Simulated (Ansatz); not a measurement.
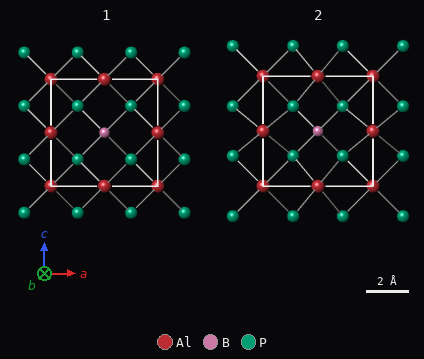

Two geometries of solid Al3BP4 (a generated structure, set up in P-43m) (coarse preliminary run), drawn at one scale. One is the start of a relaxation, the other its converged end. A ball-and-stick model of the cell of the calculation, seen along the b axis.

Computed with Ansatz 0.2.0, DFT PBE, scalar-relativistic, plane waves, PAW. Settings: plane-wave cutoff 420 eV; k-point mesh 4 × 4 × 4; occupations gaussian; smearing width 0.1 eV; no spin polarisation; cell and atoms relaxed; force threshold 0.04 eV/Å; at most 70 steps.

Which one is relaxed?

Answer. Structure 2 is the relaxed one. The energy falls by 1.899 eV per cell of the calculation in 4 accepted moves (5 points after the start). Largest force component: 1.9 eV/Å at the start, 0.0006 eV/Å at the end. The pressure goes from 14.31 to 0.07 GPa. The SCF was repeated once at an unchanged geometry on a basis and grid sized afresh for the cell, which shifted the energy by 5.6 meV per cell of the calculation at most. The largest moves relative to the cell, 0.22 Å, are those of P atoms. B and Al stay in place. The volume changes by +9.0 %, with a = b = c 5.126 → 5.276 Å (+2.9 %). Among the contacts that change: B–P 2.220 → 2.064 Å, Al–P 2.220 → 2.367 Å. Bond angles that change, for instance: P–Al–P 109.5° → 119.5°, Al–P–Al 109.5° → 104.0°, Al–P–B 109.5° → 114.5°. The space group stays P-43m (No. 215). The run took 30 s on 1 thread of Intel(R) Xeon(R) Processor @ 2.70GHz, on a shared host, peak memory 0.37 GiB.
